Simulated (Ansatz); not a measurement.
# Nb2B: one candidate of a structure search

Where does this trial cell of Nb2B go when cell and atoms are let free?

Program: Ansatz 0.2.0. Level of theory: DFT PBE, scalar-relativistic, plane waves, PAW. These are calculated values, not measurements.

## (1) The system as given

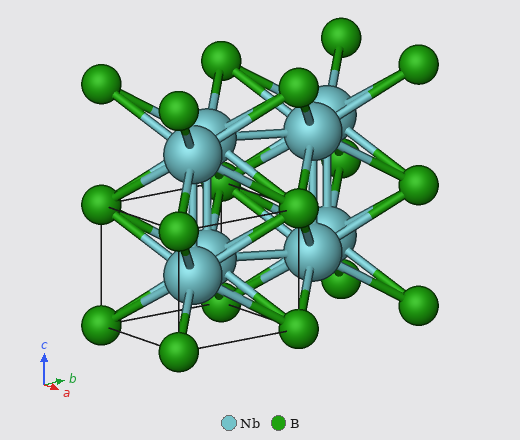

The starting structure, seen slightly off an axis (niobium teal, boron green). 1×2×2 cells are drawn. Atoms on the faces are drawn again on the opposite ones.

Structure file:

```
CELL_PARAMETERS angstrom
4.31615 0.00000 0.00000
-2.15808 3.73790 0.00000
0.00000 0.00000 2.64580
ATOMIC_POSITIONS crystal
Nb 0.33333 0.66667 0.50000
Nb 0.66667 0.33333 0.50000
B 0.00000 0.00000 0.00000
```

The cell is invented: ordered superstructure of omega (P6/mmm, No. 191). The dimensions are guesses.

## (2) The guess as it stands, on a coarse mesh

Contents of input.yaml:

```yaml
crystal:
  lattice:
    - [4.31615145, 0.0, 0.0]
    - [-2.15807573, 3.7378968, 0.0]
    - [0.0, 0.0, 2.64580084]
  atoms:
    - { symbol: Nb, position: [0.33333333, 0.66666667, 0.5] }
    - { symbol: Nb, position: [0.66666667, 0.33333333, 0.5] }
    - { symbol: B, position: [0.0, 0.0, 0.0] }
basis:
  ecutwfc: 420
kpoints:
  mp_grid: { grid: [6, 6, 6] }
hamiltonian:
  xc: pbe
scf:
  occupations: { method: gaussian, width: 0.1 }
  lower_state_search: "off"
output:
  forces: true
  stress: true
  eigenvalues: true
```

On the command line:

```
$ ansatz run input.yaml --threads 1 --pin off --max-ram 2048MiB --backend cpu --events-out ev --progress --plain --runs-dir out
```

Standard output, shortened:

```text
Warning: RAYON_NUM_THREADS=1 ignored (pool sized by the plan → 1); use --threads N
[...]
Pseudopotentials: kind: paw
Pseudopotential: Nb, paw, valence charge 13, recommended cutoff 420 eV (normal), Nb.paw.azcp
Pseudopotential: B, paw, valence charge 3, recommended cutoff 420 eV (normal), B.paw.azcp
Functional definition: PBE
[...]
Crystal: 3 atoms, lattice volume = 42.686 Å³
Basis set: ecut = 420 eV, 903 PW (Γ), exchange–correlation on 60×60×36 points (8 copies of the dense FFT grid, shifted against one another)
Bands: 19, of which v1, the nominal top of the filled ones, is band 15 counted from 1 (14 counted from 0)
Symmetry: 24 space group operations
Space group: P6/mmm (ITA 191), of the structure as read, at distance tolerance 3.5e-5 Å
k-points: 28 of 216
[...]
SCF iter   1: F=—  HF=-9257.591081 eV  |F-HF|=—  |Δ(HF+E_count)|=         —  Δρ=6.14e-3  dr2=7.75e-3  ethr=1.77e-3  ⟨swp⟩=4.8  Hψ=2370  notcnv=0
[...]
SCF iter   6: F=-9257.590920 eV  HF=-9257.590920 eV  |F-HF|=1.37e-9  |Δ(HF+E_count)|=   2.00e-8  Δρ=3.81e-6  dr2=3.52e-9  ethr=3.45e-10  ⟨swp⟩=4.5  Hψ=1685  notcnv=0
[...]
SCF converged after 6 iterations
Free energy (F): -9257.590920 eV
[...]
E sigma→0 (E₀):  -9257.586998 eV
Entropy (-TS):   -0.007843 eV (-2.614 meV/atom)
Fermi energy:    17.196499 eV
[...]
--- Forces (eV/Å), atoms counted from 1 ---
  atom   1  Nb    -0.00000000    -0.00000000     0.00000000
  atom   2  Nb     0.00000000     0.00000000    -0.00000000
  atom   3  B     -0.00000000    -0.00000000     0.00000000
[...]
--- Stress (GPa, compression-positive) ---
        9.817557       0.000000       0.000000
        0.000000       9.817557       0.000000
        0.000000       0.000000       6.080822
  P = ⅓ Tr σ = 8.5720 GPa (85.720 kbar)
--- Band table (eV; the first three rows and the last of 28) ---
  k-point 0: bands = ["-37.7425", "-37.0604", "-14.5452", "-14.5452", "-12.8426", "-12.7318", "-12.7318", "-12.3940", "7.7906", "13.4497", "13.6575", "13.6575", "15.9027", "17.3518", "17.3518", "19.3110", "19.3110", "19.7577", "22.1335"]
[...]
```

It took 1.6 s on 1 thread of AMD EPYC 7R43 (Zen 3), shared host; peak memory 0.35 GiB.

The probe gives pressure 8.6 GPa, largest force 0.00 eV/Å, gap on this mesh none (metal). A guess like this is first relaxed loosely on the coarse mesh.

## (3) Coarse relaxation

input.yaml: that of step 2 with these lines changed.

```diff
@@ -22 +22,6 @@
   eigenvalues: true
+relax:
+  adjacent_minimum: "off"
+  f_tol: 0.04
+  max_steps: 70
+  cell: { stress_tol: 0.4 }
```

On the command line:

```
$ ansatz run input.yaml --threads 1 --pin off --max-ram 2048MiB --backend cpu --events-out ev --progress --plain --runs-dir out
```

Standard output:

```text
Warning: RAYON_NUM_THREADS=1 ignored (pool sized by the plan → 1); use --threads N
Engine: ansatz 0.2.0, x86_64-unknown-linux-gnu
[... 4 set-up lines as earlier in the session ...]
  parameter kappa = 0.804
  parameter beta = 0.06672455060314922
  exchange = pbe_x(kappa = kappa, mu = beta*pi^2/3)
  correlation = pbe_c(beta = beta)
Crystal: 3 atoms, lattice volume = 42.686 Å³
Basis set: ecut = 420 eV, 903 PW (Γ), exchange–correlation on 60×60×36 points (8 copies of the dense FFT grid, shifted against one another)
Bands: 19, of which v1, the nominal top of the filled ones, is band 15 counted from 1 (14 counted from 0)
[... 2 set-up lines as earlier in the session ...]
k-points: 28 of 216
Non-local potential: Nb, projectors of the file, l = 0: 3, l = 1: 2, l = 2: 2, l = 3: 1
Non-local potential: B, projectors of the file, l = 0: 2, l = 1: 2, l = 2: 1
PAW form: soft (Blöchl's): semilocal exchange-correlation on the pseudo side does not see the compensation charge
PAW one-centre angular grid: Nb, 590 points (default); XC on 64 Gauss nodes
PAW one-centre angular grid: B, 110 points (default); XC on 64 Gauss nodes
Initial density: superposition of atomic densities (neutral atoms: chi_scale 0, normalization atom), corrected by the library's trained network
Initial wavefunctions: pseudopotential atomic-orbital guess
Functional: x = pbe(κ = 0.804, μ = 0.2195149727645171), c = pbe(β = 0.06672455060314922)
SCF iter   1: F=—  HF=-9257.591081 eV  |F-HF|=—  |Δ(HF+E_count)|=         —  Δρ=6.14e-3  dr2=7.75e-3  ethr=1.77e-3  ⟨swp⟩=4.8  Hψ=2370  notcnv=0
preconditioner: auto → none  [metal: Δε(μ)=0.032 eV  Ē_g=5.288 eV  σ=0.100 eV  W_gap=0.18  n_scr=8 (ndim 8)  ℏωp=20.5 eV  f_vac=0.000  D(μ)=1.56/eV (n_scr^D=8)  sad-step TF]
SCF iter   2: F=—  HF=-9257.590976 eV  |F-HF|=—  |Δ(HF+E_count)|=   1.05e-4  Δρ=3.71e-3  dr2=3.16e-3  ethr=2.67e-5  ⟨swp⟩=1.2  Hψ=778  notcnv=0
SCF iter   3: F=—  HF=-9257.590899 eV  |F-HF|=—  |Δ(HF+E_count)|=   7.71e-5  Δρ=2.38e-4  dr2=1.70e-5  ethr=1.09e-5  ⟨swp⟩=2.2  Hψ=656  notcnv=0
SCF iter   4: F=—  HF=-9257.590920 eV  |F-HF|=—  |Δ(HF+E_count)|=   2.13e-5  Δρ=6.23e-5  dr2=2.59e-6  ethr=5.86e-8  ⟨swp⟩=2.1  Hψ=742  notcnv=0
SCF iter   5: F=—  HF=-9257.590920 eV  |F-HF|=—  |Δ(HF+E_count)|=   3.03e-7  Δρ=1.50e-5  dr2=1.19e-7  ethr=8.94e-9  ⟨swp⟩=2.0  Hψ=683  notcnv=0
SCF iter   6: F=-9257.590920 eV  HF=-9257.590920 eV  |F-HF|=1.37e-9  |Δ(HF+E_count)|=   2.00e-8  Δρ=3.81e-6  dr2=3.52e-9  ethr=3.45e-10  ⟨swp⟩=4.5  Hψ=1685  notcnv=0
SCF 1 converged in 6 iterations: F = -9257.590920 eV  dr2 = 3.52e-9
relax step   1: F+E_penalty+E_count = -9257.59091972 eV  Δ(F+E_penalty+E_count) = +0.000e0 eV  max|allowed force component| = 4.934e-17 eV/Å  Δτ_max = 0.0000 Å  P = +8.572 GPa  Ω = 42.686 Å³  (6 SCF iters, dr2 threshold 1.00e-7 eV, accepted)
Crystal: 3 atoms, lattice volume = 46.555 Å³
Basis set: ecut = 420 eV, 939 PW (Γ), exchange–correlation on 60×60×36 points (8 copies of the dense FFT grid, shifted against one another)
Initial density: handed on by an earlier stage of this run
Initial wavefunctions: those handed on with the density
iter 1 solved again at ethr=2.28e-5 eV; its pass at ethr=3.10e-3 eV (dr2=6.62e-3 eV) is discarded
SCF iter   1: F=—  HF=-9257.610949 eV  |F-HF|=—  |Δ(HF+E_count)|=         —  Δρ=3.91e-3  dr2=6.46e-3  ethr=2.28e-5  ⟨swp⟩=1.1  Hψ=3075  notcnv=0
preconditioner: auto → none  [metal: Δε(μ)=0.010 eV  Ē_g=4.875 eV  σ=0.100 eV  W_gap=0.05  n_scr=8 (ndim 8)  ℏωp=19.6 eV  f_vac=0.000  D(μ)=1.81/eV (n_scr^D=8)]
SCF iter   2: F=—  HF=-9257.610223 eV  |F-HF|=—  |Δ(HF+E_count)|=   7.25e-4  Δρ=1.47e-3  dr2=3.84e-4  ethr=2.23e-5  ⟨swp⟩=2.0  Hψ=657  notcnv=0
SCF iter   3: F=—  HF=-9257.610474 eV  |F-HF|=—  |Δ(HF+E_count)|=   2.50e-4  Δρ=4.52e-4  dr2=3.58e-5  ethr=1.32e-6  ⟨swp⟩=2.4  Hψ=892  notcnv=0
SCF iter   4: F=—  HF=-9257.610545 eV  |F-HF|=—  |Δ(HF+E_count)|=   7.15e-5  Δρ=9.81e-5  dr2=4.10e-6  ethr=1.24e-7  ⟨swp⟩=2.3  Hψ=785  notcnv=0
iter 5 did not close the SCF: its close was put off for the readings that it lacked (scf_convergence_deferred on its scf_iter line)
SCF iter   5: F=-9257.610545 eV  HF=-9257.610545 eV  |F-HF|=4.76e-9  |Δ(HF+E_count)|=   1.10e-8  Δρ=1.05e-5  dr2=2.32e-8  ethr=1.41e-8  ⟨swp⟩=2.2  Hψ=691  notcnv=0
SCF iter   6: F=-9257.610545 eV  HF=-9257.610545 eV  |F-HF|=9.09e-12  |Δ(HF+E_count)|=   7.30e-9  Δρ=1.91e-6  dr2=9.33e-10  ethr=7.99e-11  ⟨swp⟩=1.2  Hψ=1622  notcnv=0
SCF 2 converged in 6 iterations: F = -9257.610545 eV  dr2 = 9.33e-10
relax step   2: F+E_penalty+E_count = -9257.61054499 eV  Δ(F+E_penalty+E_count) = -1.963e-2 eV  max|allowed force component| = 1.912e-16 eV/Å  Δτ_max = 0.0000 Å  P = -5.925 GPa  Ω = 46.555 Å³  energy of the carried Pulay correction = -1.649e-3 eV  (6 SCF iters, dr2 threshold 3.00e-7 eV, accepted)
Crystal: 3 atoms, lattice volume = 44.891 Å³
iter 1 solved again at ethr=3.28e-6 eV; its pass at ethr=3.10e-3 eV (dr2=9.51e-4 eV) is discarded
SCF iter   1: F=—  HF=-9257.645634 eV  |F-HF|=—  |Δ(HF+E_count)|=         —  Δρ=1.65e-3  dr2=9.13e-4  ethr=3.28e-6  ⟨swp⟩=1.1  Hψ=3110  notcnv=0
preconditioner: auto → none  [metal: Δε(μ)=0.013 eV  Ē_g=5.044 eV  σ=0.100 eV  W_gap=0.07  n_scr=8 (ndim 8)  ℏωp=20.0 eV  f_vac=0.000  D(μ)=1.83/eV (n_scr^D=8)]
SCF iter   2: F=—  HF=-9257.645527 eV  |F-HF|=—  |Δ(HF+E_count)|=   1.07e-4  Δρ=6.31e-4  dr2=7.28e-5  ethr=3.15e-6  ⟨swp⟩=2.3  Hψ=717  notcnv=0
SCF iter   3: F=—  HF=-9257.645599 eV  |F-HF|=—  |Δ(HF+E_count)|=   7.16e-5  Δρ=1.71e-4  dr2=4.12e-6  ethr=2.51e-7  ⟨swp⟩=2.5  Hψ=835  notcnv=0
iter 4 did not close the SCF: its close was put off for the readings that it lacked (scf_convergence_deferred on its scf_iter line)
SCF iter   4: F=-9257.645603 eV  HF=-9257.645603 eV  |F-HF|=3.27e-8  |Δ(HF+E_count)|=   4.57e-6  Δρ=1.43e-5  dr2=7.76e-8  ethr=1.42e-8  ⟨swp⟩=2.3  Hψ=935  notcnv=0
iter 5 did not close the SCF: its close was put off for the readings that it lacked (scf_convergence_deferred on its scf_iter line)
SCF iter   5: F=-9257.645603 eV  HF=-9257.645603 eV  |F-HF|=1.48e-9  |Δ(HF+E_count)|=   3.65e-9  Δρ=3.43e-6  dr2=3.30e-9  ethr=2.68e-10  ⟨swp⟩=2.1  Hψ=741  notcnv=0
SCF iter   6: F=-9257.645603 eV  HF=-9257.645603 eV  |F-HF|=1.87e-10  |Δ(HF+E_count)|=  2.36e-11  Δρ=7.03e-7  dr2=2.88e-10  ethr=1.14e-11  ⟨swp⟩=1.1  Hψ=1399  notcnv=0
SCF 3 converged in 6 iterations: F = -9257.645603 eV  dr2 = 2.88e-10
relax step   3: F+E_penalty+E_count = -9257.64560308 eV  Δ(F+E_penalty+E_count) = -3.506e-2 eV  max|allowed force component| = 2.405e-16 eV/Å  Δτ_max = 0.0000 Å  P = -0.481 GPa  Ω = 44.891 Å³  energy of the carried Pulay correction = -9.630e-4 eV  (6 SCF iters, dr2 threshold 3.00e-7 eV, accepted)
Crystal: 3 atoms, lattice volume = 44.749 Å³
iter 1 solved again at ethr=3.15e-8 eV; its pass at ethr=3.10e-3 eV (dr2=9.13e-6 eV) is discarded
SCF iter   1: F=—  HF=-9257.645839 eV  |F-HF|=—  |Δ(HF+E_count)|=         —  Δρ=1.40e-4  dr2=8.32e-6  ethr=3.15e-8  ⟨swp⟩=2.0  Hψ=3031  notcnv=0
preconditioner: auto → none  [metal: Δε(μ)=0.011 eV  Ē_g=5.059 eV  σ=0.100 eV  W_gap=0.06  n_scr=8 (ndim 8)  ℏωp=20.0 eV  f_vac=0.000  D(μ)=1.78/eV (n_scr^D=8)]
SCF iter   2: F=—  HF=-9257.645870 eV  |F-HF|=—  |Δ(HF+E_count)|=   3.10e-5  Δρ=5.55e-5  dr2=4.88e-7  ethr=2.87e-8  ⟨swp⟩=2.0  Hψ=664  notcnv=0
iter 3 did not close the SCF: its close was put off for the readings that it lacked (scf_convergence_deferred on its scf_iter line)
SCF iter   3: F=-9257.645871 eV  HF=-9257.645871 eV  |F-HF|=3.05e-8  |Δ(HF+E_count)|=   2.95e-7  Δρ=1.72e-5  dr2=5.03e-8  ethr=1.68e-9  ⟨swp⟩=2.2  Hψ=883  notcnv=0
iter 4 did not close the SCF: its close was put off for the readings that it lacked (scf_convergence_deferred on its scf_iter line)
SCF iter   4: F=-9257.645871 eV  HF=-9257.645871 eV  |F-HF|=8.75e-10  |Δ(HF+E_count)|=   4.10e-8  Δρ=3.04e-6  dr2=2.99e-9  ethr=1.73e-10  ⟨swp⟩=2.2  Hψ=704  notcnv=0
iter 5 did not close the SCF: its close was put off for the readings that it lacked (scf_convergence_deferred on its scf_iter line)
SCF iter   5: F=-9257.645871 eV  HF=-9257.645871 eV  |F-HF|=5.46e-12  |Δ(HF+E_count)|=  3.46e-10  Δρ=3.54e-7  dr2=2.34e-11  ethr=1.03e-11  ⟨swp⟩=2.2  Hψ=712  notcnv=0
SCF iter   6: F=-9257.645871 eV  HF=-9257.645871 eV  |F-HF|=3.64e-12  |Δ(HF+E_count)|=  9.09e-12  Δρ=5.15e-8  dr2=7.34e-13  ethr=1.00e-12  ⟨swp⟩=1.0  Hψ=1176  notcnv=0
SCF 4 converged in 6 iterations: F = -9257.645871 eV  dr2 = 7.34e-13
relax step   4: F+E_penalty+E_count = -9257.64587069 eV  Δ(F+E_penalty+E_count) = -2.676e-4 eV  max|allowed force component| = 1.789e-16 eV/Å  Δτ_max = 0.0000 Å  P = +0.031 GPa  Ω = 44.749 Å³  energy of the carried Pulay correction = -9.027e-4 eV  (6 SCF iters, dr2 threshold 3.00e-7 eV, accepted)
Initial wavefunctions: pseudopotential atomic-orbital guess (no wavefunctions were taken with the density)
iter 1 solved again at ethr=4.03e-8 eV; its pass at ethr=3.10e-3 eV (dr2=1.17e-5 eV) is discarded
SCF iter   1: F=—  HF=-9257.646794 eV  |F-HF|=—  |Δ(HF+E_count)|=         —  Δρ=1.02e-4  dr2=5.73e-7  ethr=4.03e-8  ⟨swp⟩=3.0  Hψ=3717  notcnv=0
SCF iter   2: F=—  HF=-9257.646829 eV  |F-HF|=—  |Δ(HF+E_count)|=   3.48e-5  Δρ=5.00e-5  dr2=1.19e-7  ethr=1.97e-9  ⟨swp⟩=2.5  Hψ=870  notcnv=0
SCF iter   3: F=—  HF=-9257.646829 eV  |F-HF|=—  |Δ(HF+E_count)|=   8.78e-7  Δρ=9.76e-6  dr2=1.10e-8  ethr=4.12e-10  ⟨swp⟩=2.1  Hψ=752  notcnv=0
iter 4 did not close the SCF: its close was put off for the readings that it lacked (scf_convergence_deferred on its scf_iter line)
SCF iter   4: F=-9257.646830 eV  HF=-9257.646830 eV  |F-HF|=4.62e-10  |Δ(HF+E_count)|=   3.39e-8  Δρ=1.36e-6  dr2=2.18e-10  ethr=3.79e-11  ⟨swp⟩=2.0  Hψ=694  notcnv=0
iter 5 did not close the SCF: its close was put off for the readings that it lacked (scf_convergence_deferred on its scf_iter line)
SCF iter   5: F=-9257.646830 eV  HF=-9257.646830 eV  |F-HF|=0.00e0  |Δ(HF+E_count)|=  4.98e-10  Δρ=2.47e-7  dr2=1.27e-11  ethr=1.00e-12  ⟨swp⟩=2.1  Hψ=703  notcnv=0
SCF iter   6: F=-9257.646830 eV  HF=-9257.646830 eV  |F-HF|=1.82e-12  |Δ(HF+E_count)|=  3.64e-12  Δρ=3.41e-8  dr2=2.77e-13  ethr=1.00e-12  ⟨swp⟩=2.0  Hψ=1341  notcnv=0
SCF 5 converged in 6 iterations: F = -9257.646830 eV  dr2 = 2.77e-13
relax step   5: F+E_penalty+E_count = -9257.64682951 eV  Δ(F+E_penalty+E_count) = -9.588e-4 eV  max|allowed force component| = 1.604e-16 eV/Å  Δτ_max = 0.0000 Å  P = +0.041 GPa  Ω = 44.749 Å³  stress off target by 4.89e-2 GPa  SCF on the basis re-selected at this cell (its energy is not comparable with the rows above)  (6 SCF iters)
basis re-selected at this cell: Δ(F+E_penalty+E_count) = -9.588e-4 eV, ΔP = +0.010 GPa vs the last step (what re-selecting the basis moved, of the pressure what is left beyond the Pulay correction that the steps carried, after the strain that the cell walked since its last selection, with what the two solves' SCF thresholds leave and, on support functions, any second-order correction that the steps lacked; it is no measure of the basis error at this ecutwfc). This SCF's stress stands 4.89e-2 GPa from its target on what of the cell is left free (relax.cell.stress_tol is 4.00e-1 GPa) and its largest allowed force component is 1.60e-16 eV/Å (relax.f_tol is 4.00e-2 eV/Å): within both
SCF converged after 6 iterations
Free energy (F): -9257.646830 eV
Harris-Foulkes:  -9257.646830 eV  (|F-HF|=1.82e-12)
Internal energy: -9257.637941 eV  (E = F + TS)
E sigma→0 (E₀):  -9257.642385 eV
Entropy (-TS):   -0.008889 eV (-2.963 meV/atom)
Fermi energy:    16.198305 eV
--- Per-component energies (eV) ---
  E_band       = -155.006318
  E_kinetic    = 835.845288
  E_local      = -1689.712409  (includes V_loc(G=0)·N_el)
  E_nonlocal   = 255.326133
  E_hartree    = 562.752860
  E_xc         = -381.750064
  E_vxc        = -462.330609  (∫ρ·V_xc dr)
  E_paw        = -6226.665153  (= ΣΔE_a)
  E_vpaw       = -219.640440  (= ΣTr[D̂ρ^β])
  E_aug_tail   = 0.000010  (compensation charges beyond the density's cutoff)
  E_ewald      = -2613.434606
  E_smearing   = -0.008889  (= −TS)
  E_closure    = -0.000000  (closes the sum)
  Σ components = -9257.646830   (vs F -9257.646830, Δ=0.00e0)
--- Forces (eV/Å), atoms counted from 1 ---
  atom   1  Nb     0.00000000    -0.00000000    -0.00000000
  atom   2  Nb    -0.00000000     0.00000000     0.00000000
  atom   3  B      0.00000000     0.00000000     0.00000000
  max |Σ_I F_I| component: 7.40e-17 eV/Å
--- Stress (GPa, compression-positive) ---
        0.037430      -0.000000      -0.000000
        0.000000       0.037430      -0.000000
       -0.000000      -0.000000       0.048854
  P = ⅓ Tr σ = 0.0412 GPa (0.412 kbar)
--- Band table (eV; the first three rows and the last of 28) ---
  k-point 0: bands = ["-38.6379", "-38.0718", "-15.3421", "-15.3421", "-13.8377", "-13.7607", "-13.7607", "-13.4587", "7.0926", "12.7185", "12.8889", "12.8889", "14.9320", "16.3255", "16.3255", "18.4117", "18.4117", "18.4261", "21.0173"]
  k-point 1: bands = ["-38.5816", "-38.0196", "-15.2848", "-15.2848", "-14.2928", "-13.8584", "-13.7173", "-13.7173", "7.6802", "13.2081", "13.2081", "13.7861", "15.5564", "15.5564", "16.4920", "17.3494", "17.3494", "18.6621", "19.4740"]
  k-point 2: bands = ["-38.4668", "-37.9133", "-15.1680", "-15.1680", "-15.1368", "-14.6089", "-13.6293", "-13.6293", "9.2470", "13.6211", "13.6211", "14.0041", "14.0041", "14.0627", "17.3443", "17.3443", "17.5423", "17.5423", "18.8833"]
  k-point 27: bands = ["-38.1396", "-38.1396", "-15.3138", "-15.2511", "-15.2511", "-14.3496", "-14.3496", "-13.3392", "9.7394", "12.0259", "12.8047", "12.8047", "15.9994", "15.9994", "16.2144", "16.8411", "18.5222", "19.6170", "19.6170"]
--- Relaxed structure (4 steps of the walk, 4 accepted, 1 SCFs on fresh bases) ---
  F+E_penalty+E_count = -9257.64682951 eV   max|allowed force component| = 1.604e-16 eV/Å   (the final SCF, on the basis selected at the relaxed cell)
  cell:  # Å, volume = 44.7493 Å³
    - [4.397119434823047, 2.9409052103079328e-9, 1.541243857246744e-27]
    - [-2.1985597199584217, 3.808017132560579, 1.9956714689935453e-18]
    - [3.888116989224428e-34, 1.4125989913512239e-18, 2.672508827952339]
  atoms:
    - { symbol: Nb, position: [0.3333333333333333, 0.6666666666666667, 0.5] }
    - { symbol: Nb, position: [0.6666666666666667, 0.33333333333333337, 0.5] }
    - { symbol: B, position: [-2.24716533679518e-34, 3.1487150603489463e-35, 8.087994107788783e-36] }
```

Run time: 8.5 s. Hardware: 1 thread of AMD EPYC 7R43 (Zen 3), shared host; peak memory 0.37 GiB.

The steps of the relaxation:

| step | energy from step 1 (eV/cell) | largest force component (eV/Å) | pressure (GPa) | volume (Å³) |
| --- | --- | --- | --- | --- |
| 1 | 0.0000 | 0.0000 | 8.57 | 42.69 |
| 2 | -0.0196 | 0.0000 | -5.93 | 46.56 |
| 3 | -0.0547 | 0.0000 | -0.48 | 44.89 |
| 4 | -0.0550 | 0.0000 | 0.03 | 44.75 |
| 5 | -0.0559 | 0.0000 | 0.04 | 44.75 |

Step 1 is the start. Step 5 repeats the geometry before it on a plane-wave basis chosen anew for that cell, so its energy need not be comparable with the rows above.

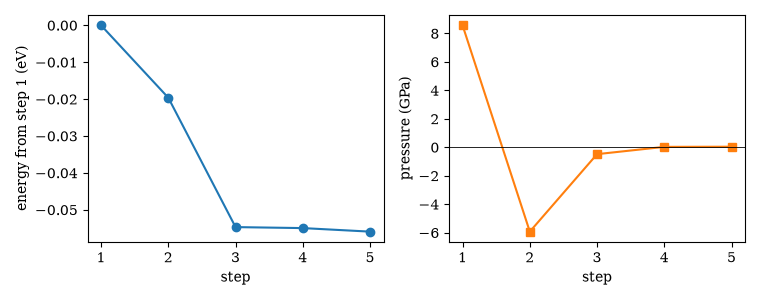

Energy and pressure along the relaxation.

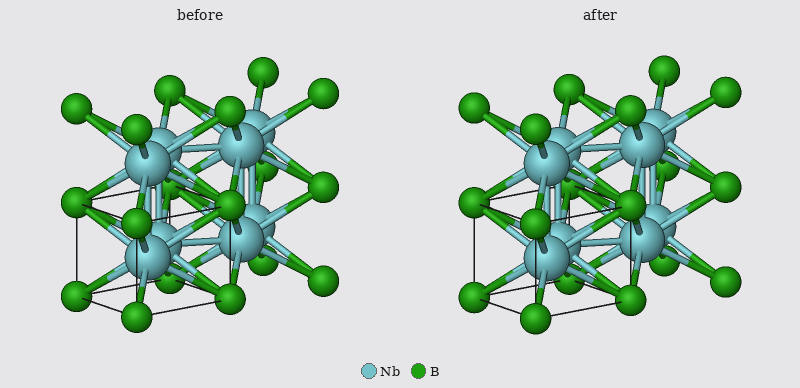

Before and after, at one scale.

|  | before | after | change |
| --- | --- | --- | --- |
| a (Å) | 4.316 | 4.397 | +1.9 % |
| b (Å) | 4.316 | 4.397 | +1.9 % |
| c (Å) | 2.646 | 2.673 | +1.0 % |
| volume (Å³/atom) | 14.23 | 14.92 | +4.8 % |
| shortest distance (Å) | 2.492 | 2.539 | +1.9 % |
| space group (0.01 Å) | P6/mmm | P6/mmm | same |

Forces and stress were held to the start's 24 operations: a distortion of lower symmetry was not tested.

[end of part 1 of 2]
